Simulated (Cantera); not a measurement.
Charge: 1 mol PbO, a varied amount of H2, equilibrated at 750 °C and 16.5 Torr.

These are equilibrium values from Cantera (NASA tables, ideal gas, pure condensed phases), not measurements of a reactor. Candidate condensed phases: H2O, Pb, PbO, PbO2, Pb3O4; 12 gas species. Mutual solubility and eutectic melting of coexisting phases are not modelled. Equilibrium is a limit: real reactors are often held back by kinetics, nucleation or transport.

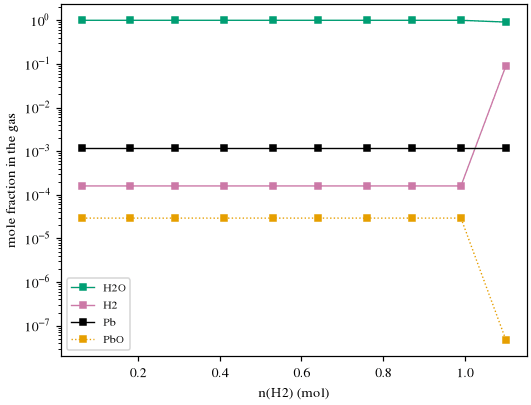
Fig. 1. Equilibrium gas composition (values under 1e-9 drawn at 1e-9)

From 0.064 mol H2 to 0.99 mol H2 the condensed part is Pb(l) + PbO(yellow). At 1.1 mol H2 the condensed part is Pb(l). The main Pb-bearing gas is Pb throughout.
